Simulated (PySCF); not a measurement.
# [Lu(H2O)]3+: other functionals and bases at one geometry

Aim: see how levels, charges and forces of [Lu(H2O)]3+ depend on the level of theory. The species was built from a template and needn't be a known compound.

Program: PySCF 2.14.0. Level of theory: several levels, as the steps say, no spin–orbit coupling. These are calculated values, not measurements.

2 further runs of the same task are left out: 2 for a known fault of the program.

### 1 Starting geometry

4 atoms, charge 3, spin multiplicity 1.

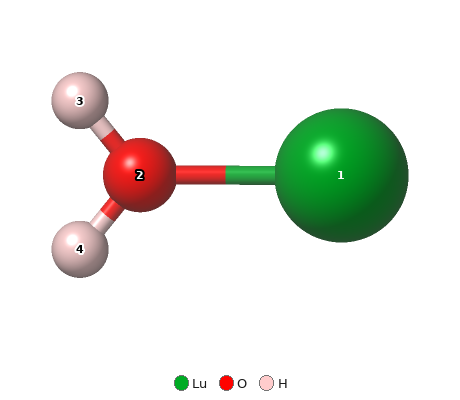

The structure; lutetium green, oxygen red, hydrogen pink; atoms are numbered from 1 in the order of the file.

As a file:

| atom | x (Å) | y (Å) | z (Å) |
| --- | --- | --- | --- |
| Lu1 | 0.0000 | 0.0000 | -0.0516 |
| O2 | 0.0000 | 0.0000 | 2.0683 |
| H3 | 0.7854 | 0.0000 | 2.7016 |
| H4 | -0.7854 | 0.0000 | 2.7016 |

Formal oxidation states: Lu +3. Each metal's 14 4f electrons lie in its core potential, so multiplicities, spins and levels count the valence alone. An earlier session relaxed this geometry at B3LYP, Lu lcecp-1-SVP with ECP60, O def2-SVP, H def2-SVP (singlet, point group C2v).

At B3LYP on the finer grid: E = -114.990627 Eh, HOMO -28.32 eV, LUMO -21.46 eV, Mulliken charge on Lu1 +2.50 e, largest force component 0.002 eV/Å. 

Levels to run: HF; TPSSh; TPSS; PBE0; B3LYP, TZVP. Hardware: 2 threads of Arm Neoverse V2, shared host.

### 2 HF

run.py (the lines that set the calculation) reads:

```python
mol = gto.M(atom='''
Lu     0.00000     0.00000    -0.05162
O      0.00000     0.00000     2.06827
H      0.78536     0.00000     2.70160
H     -0.78536     0.00000     2.70160''',
    basis={'Lu': 'lcecp-1-SVP', 'O': 'def2-SVP', 'H': 'def2-SVP'},
    ecp={'Lu': 'lcecp-1-SVP'},
    charge=3, spin=0)
mf = scf.RHF(mol)
mf = mf.density_fit()  # fitting sets: Lu AutoAux, O def2-universal-JKFIT, H def2-universal-JKFIT
mf.conv_tol = 1e-08; mf.max_cycle = 55
mf.kernel(dm0)  # dm0: the density of the relaxed state
```

On the command line:

```console
OMP_NUM_THREADS=2 python run.py
```

Output:

```text
init E= -114.254183392398
  HOMO = -1.2205861471563  LUMO = -0.644668397777409  gap/eV = 15.67152
cycle= 1 E= -114.265553605656  delta_E= -0.0114  |g|= 0.0346  |ddm|= 0.27
  HOMO = -1.2097002524403  LUMO = -0.651903208509239  gap/eV = 15.17843
cycle= 2 E= -114.266043092609  delta_E= -0.000489  |g|= 0.00793  |ddm|= 0.0473
  HOMO = -1.21088050025946  LUMO = -0.652654664711562  gap/eV = 15.19010
cycle= 3 E= -114.266091426711  delta_E= -4.83e-05  |g|= 0.00411  |ddm|= 0.0152
  HOMO = -1.20959766441106  LUMO = -0.652865930882218  gap/eV = 15.14944
cycle= 4 E= -114.266096934014  delta_E= -5.51e-06  |g|= 0.00113  |ddm|= 0.00408
  HOMO = -1.20999611529113  LUMO = -0.652958903806439  gap/eV = 15.15775
cycle= 5 E= -114.266098014967  delta_E= -1.08e-06  |g|= 0.000236  |ddm|= 0.00244
  HOMO = -1.21007831675803  LUMO = -0.652942410443245  gap/eV = 15.16044
cycle= 6 E= -114.266098057082  delta_E= -4.21e-08  |g|= 4.12e-05  |ddm|= 0.000498
  HOMO = -1.21008562843718  LUMO = -0.652941880804665  gap/eV = 15.16065
cycle= 7 E= -114.266098057995  delta_E= -9.13e-10  |g|= 5.57e-06  |ddm|= 6.34e-05
  HOMO = -1.2100858281852  LUMO = -0.652941625463782  gap/eV = 15.16067
Extra cycle  E= -114.266098058011  delta_E= -1.57e-11  |g|= 2.03e-06  |ddm|= 5.99e-06
converged SCF energy = -114.266098058011
```

It took 0.7 s on 2 threads of Arm Neoverse V2, shared host.

Read off: E = -114.266098 Eh, HOMO -32.93 eV, LUMO -17.77 eV, Mulliken charge on Lu1 +2.65 e, largest force component 1.692 eV/Å. 

### 3 TPSSh

run.py (the lines that set the calculation): that of step 2 with these lines changed.

```diff
@@ -8,3 +8,4 @@
     charge=3, spin=0)
-mf = scf.RHF(mol)
+mf = dft.RKS(mol, xc='TPSSH')
+mf.grids.atom_grid = (75, 302)  # f atoms: unpruned, at least (60, 302)
 mf = mf.density_fit()  # fitting sets: Lu AutoAux, O def2-universal-JKFIT, H def2-universal-JKFIT
```

On the command line:

```console
OMP_NUM_THREADS=2 python run.py
```

Output:

```text
init E= -114.973978468828
  HOMO = -1.01383584851618  LUMO = -0.78308288259435  gap/eV = 6.27911
cycle= 1 E= -114.974171088852  delta_E= -0.000193  |g|= 0.0187  |ddm|= 0.0479
  HOMO = -1.02049574761904  LUMO = -0.780900185177394  gap/eV = 6.51973
cycle= 2 E= -114.974010761538  delta_E= 0.00016  |g|= 0.0342  |ddm|= 0.0352
  HOMO = -1.01508137344028  LUMO = -0.781492681792222  gap/eV = 6.35627
cycle= 3 E= -114.974239105578  delta_E= -0.000228  |g|= 0.000798  |ddm|= 0.0224
  HOMO = -1.01521609694616  LUMO = -0.781612610548941  gap/eV = 6.35667
cycle= 4 E= -114.974239236435  delta_E= -1.31e-07  |g|= 0.000144  |ddm|= 0.000803
  HOMO = -1.01522708333698  LUMO = -0.781602025584312  gap/eV = 6.35726
cycle= 5 E= -114.974239241135  delta_E= -4.7e-09  |g|= 1.92e-05  |ddm|= 0.000119
  HOMO = -1.01523533880514  LUMO = -0.781599388858536  gap/eV = 6.35756
Extra cycle  E= -114.97423924099  delta_E= 1.44e-10  |g|= 3.34e-05  |ddm|= 3.79e-05
converged SCF energy = -114.97423924099
```

Run time: 1.7 s. Hardware: 2 threads of Arm Neoverse V2, shared host.

Read off: E = -114.974239 Eh, HOMO -27.63 eV, LUMO -21.27 eV, Mulliken charge on Lu1 +2.51 e, largest force component 0.073 eV/Å. 

### 4 TPSS

run.py (the lines that set the calculation): that of step 3 with these lines changed.

```diff
@@ -8,3 +8,3 @@
     charge=3, spin=0)
-mf = dft.RKS(mol, xc='TPSSH')
+mf = dft.RKS(mol, xc='TPSS')
 mf.grids.atom_grid = (75, 302)  # f atoms: unpruned, at least (60, 302)
```

On the command line:

```console
OMP_NUM_THREADS=2 python run.py
```

Output:

```text
init E= -114.983775038734
  HOMO = -0.986032430086123  LUMO = -0.799712437451912  gap/eV = 5.07003
cycle= 1 E= -114.983787559496  delta_E= -1.25e-05  |g|= 0.0425  |ddm|= 0.0835
  HOMO = -1.00513347344115  LUMO = -0.793610430309596  gap/eV = 5.75584
cycle= 2 E= -114.982380583943  delta_E= 0.00141  |g|= 0.0941  |ddm|= 0.104
  HOMO = -0.99185189671752  LUMO = -0.795638890531431  gap/eV = 5.33923
cycle= 3 E= -114.984201865353  delta_E= -0.00182  |g|= 0.00328  |ddm|= 0.0636
  HOMO = -0.99154461925577  LUMO = -0.796373976914967  gap/eV = 5.31086
cycle= 4 E= -114.98420578734  delta_E= -3.92e-06  |g|= 0.000264  |ddm|= 0.005
  HOMO = -0.99152152898181  LUMO = -0.796374683738494  gap/eV = 5.31022
cycle= 5 E= -114.984205800122  delta_E= -1.28e-08  |g|= 3.36e-05  |ddm|= 0.000206
  HOMO = -0.991524486263231  LUMO = -0.796371113612592  gap/eV = 5.31039
cycle= 6 E= -114.984205800375  delta_E= -2.53e-10  |g|= 6.46e-06  |ddm|= 3.86e-05
  HOMO = -0.991524898438218  LUMO = -0.796371125451702  gap/eV = 5.31040
Extra cycle  E= -114.984205800378  delta_E= -2.79e-12  |g|= 5.9e-06  |ddm|= 9.81e-06
converged SCF energy = -114.984205800378
```

It took 1.9 s on 2 threads of Arm Neoverse V2, shared host.

Result: E = -114.984206 Eh, HOMO -26.98 eV, LUMO -21.67 eV, Mulliken charge on Lu1 +2.48 e, largest force component 0.251 eV/Å. 

### 5 PBE0

run.py (the lines that set the calculation): that of step 4 with these lines changed.

```diff
@@ -8,3 +8,3 @@
     charge=3, spin=0)
-mf = dft.RKS(mol, xc='TPSS')
+mf = dft.RKS(mol, xc='PBE0')
 mf.grids.atom_grid = (75, 302)  # f atoms: unpruned, at least (60, 302)
```

On the command line:

```console
OMP_NUM_THREADS=2 python run.py
```

Output:

```text
init E= -114.889719111697
  HOMO = -1.05104594736486  LUMO = -0.768873413383089  gap/eV = 7.67831
cycle= 1 E= -114.890061803797  delta_E= -0.000343  |g|= 0.0151  |ddm|= 0.0549
  HOMO = -1.05470405535985  LUMO = -0.768983302608268  gap/eV = 7.77486
cycle= 2 E= -114.890010792409  delta_E= 5.1e-05  |g|= 0.0225  |ddm|= 0.0214
  HOMO = -1.05072186979512  LUMO = -0.769069357881861  gap/eV = 7.66416
cycle= 3 E= -114.890103277897  delta_E= -9.25e-05  |g|= 0.000992  |ddm|= 0.0138
  HOMO = -1.05096240740996  LUMO = -0.768918710597018  gap/eV = 7.67480
cycle= 4 E= -114.89010355109  delta_E= -2.73e-07  |g|= 0.000118  |ddm|= 0.00119
  HOMO = -1.05094380199096  LUMO = -0.768917552738319  gap/eV = 7.67433
cycle= 5 E= -114.890103554973  delta_E= -3.88e-09  |g|= 2.34e-05  |ddm|= 0.000141
  HOMO = -1.05093354070556  LUMO = -0.768921146601722  gap/eV = 7.67395
Extra cycle  E= -114.890103554908  delta_E= 6.49e-11  |g|= 3.25e-05  |ddm|= 4.16e-05
converged SCF energy = -114.890103554908
```

Wall time 1.2 s (2 threads of Arm Neoverse V2, shared host).

Read off: E = -114.890104 Eh, HOMO -28.60 eV, LUMO -20.92 eV, Mulliken charge on Lu1 +2.52 e, largest force component 0.140 eV/Å. 

### 6 B3LYP, TZVP

Basis: Lu lcecp-1-TZVP with ECP60, O def2-TZVP, H def2-TZVP. 

run.py (the lines that set the calculation) reads:

```python
mol = gto.M(atom='''
Lu     0.00000     0.00000    -0.05162
O      0.00000     0.00000     2.06827
H      0.78536     0.00000     2.70160
H     -0.78536     0.00000     2.70160''',
    basis={'Lu': 'lcecp-1-TZVP', 'O': 'def2-TZVP', 'H': 'def2-TZVP'},
    ecp={'Lu': 'lcecp-1-TZVP'},
    charge=3, spin=0)
mf = dft.RKS(mol, xc='B3LYP')
mf.grids.atom_grid = (75, 302)  # f atoms: unpruned, at least (60, 302)
mf = mf.density_fit()  # fitting sets: Lu AutoAux, O def2-universal-JKFIT, H def2-universal-JKFIT
mf.conv_tol = 1e-08; mf.max_cycle = 55
mf.kernel(dm0)  # dm0: free metal ions and neutral atoms
```

On the command line:

```console
OMP_NUM_THREADS=2 python run.py
```

Output:

```text
init E= -105.126284561133
  HOMO = -1.85828109761353  LUMO = -1.07767228693856  gap/eV = 21.24145
cycle= 1 E= -112.284831811684  delta_E= -7.16  |g|= 4.52  |ddm|= 2.52
  HOMO = -0.812124797670063  LUMO = -0.805035241111065  gap/eV = 0.19292
cycle= 2 E= -101.139367563532  delta_E= 11.1  |g|= 4.18  |ddm|= 5.49
  HOMO = -1.33726095672921  LUMO = -1.23489398577536  gap/eV = 2.78555
cycle= 3 E= -113.382004704678  delta_E= -12.2  |g|= 2.97  |ddm|= 5.61
  HOMO = -1.63206553173285  LUMO = -0.907372472163129  gap/eV = 19.71990
cycle= 4 E= -114.440220520663  delta_E= -1.06  |g|= 1.87  |ddm|= 1.09
  HOMO = -1.0449449527051  LUMO = -0.769006834375446  gap/eV = 7.50866
cycle= 5 E= -115.06627132847  delta_E= -0.626  |g|= 0.278  |ddm|= 0.981
  HOMO = -1.04429428146079  LUMO = -0.786895235303963  gap/eV = 7.00418
cycle= 6 E= -115.082484022641  delta_E= -0.0162  |g|= 0.0964  |ddm|= 0.245
  HOMO = -1.0382644708584  LUMO = -0.791725667911585  gap/eV = 6.70866
cycle= 7 E= -115.084243138222  delta_E= -0.00176  |g|= 0.0175  |ddm|= 0.0799
  HOMO = -1.0401591681582  LUMO = -0.78789839119759  gap/eV = 6.86437
cycle= 8 E= -115.08431996254  delta_E= -7.68e-05  |g|= 0.00166  |ddm|= 0.0188
  HOMO = -1.04040039201661  LUMO = -0.788082941566816  gap/eV = 6.86591
cycle= 9 E= -115.084320545095  delta_E= -5.83e-07  |g|= 0.000355  |ddm|= 0.00136
  HOMO = -1.04044591487699  LUMO = -0.788052328625303  gap/eV = 6.86798
cycle= 10 E= -115.084320572069  delta_E= -2.7e-08  |g|= 7.55e-05  |ddm|= 0.000202
  HOMO = -1.04045873985923  LUMO = -0.788042189714578  gap/eV = 6.86860
cycle= 11 E= -115.084320573293  delta_E= -1.22e-09  |g|= 7.48e-06  |ddm|= 6.25e-05
  HOMO = -1.04045503542409  LUMO = -0.788043467936109  gap/eV = 6.86847
Extra cycle  E= -115.08432057327  delta_E= 2.3e-11  |g|= 1.43e-05  |ddm|= 1.21e-05
converged SCF energy = -115.08432057327
```

It took 3.8 s on 2 threads of Arm Neoverse V2, shared host.

It gives: E = -115.084321 Eh, HOMO -28.31 eV, LUMO -21.44 eV, Mulliken charge on Lu1 +2.61 e, largest force component 0.251 eV/Å. 

### 7 All levels side by side

| level | state | HOMO (eV) | gap (eV) | charge on Lu1 (e) | dipole (D) | largest force (eV/Å) | basis functions | time |
| --- | --- | --- | --- | --- | --- | --- | --- | --- |
| B3LYP (relaxed here) | singlet | -28.32 | 6.85 | 2.50 | 3.66 | 0.00 | 57 | 2.4 s |
| HF | singlet | -32.93 | 15.16 | 2.65 | 2.85 | 1.69 | 57 | 0.7 s |
| TPSSh | singlet | -27.63 | 6.36 | 2.51 | 3.67 | 0.07 | 57 | 1.7 s |
| TPSS | singlet | -26.98 | 5.31 | 2.48 | 3.81 | 0.25 | 57 | 1.9 s |
| PBE0 | singlet | -28.60 | 7.67 | 2.52 | 3.57 | 0.14 | 57 | 1.2 s |
| B3LYP, TZVP | singlet | -28.31 | 6.87 | 2.61 | 3.69 | 0.25 | 90 | 3.8 s |

Times are on 2 threads of Arm Neoverse V2, shared host; the first row also made further properties. The dipole of a charged species depends on the origin, so these sizes hold for this origin alone.

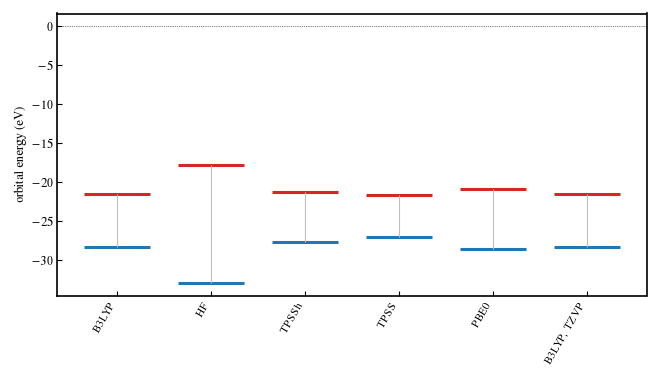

Highest filled and lowest empty level, method by method.

In one basis the HOMO–LUMO gap runs from 5.31 eV (TPSS) to 15.16 eV (HF). The largest leftover force, 1.69 eV/Å with HF, stands at a geometry relaxed at another level. The Mulliken charge on Lu spans +2.48 to +2.65 e over the levels. With 4f in the core, its levels are missing from HOMO and gap. Total energies of different levels can't be compared. Spin–orbit coupling is left out throughout.
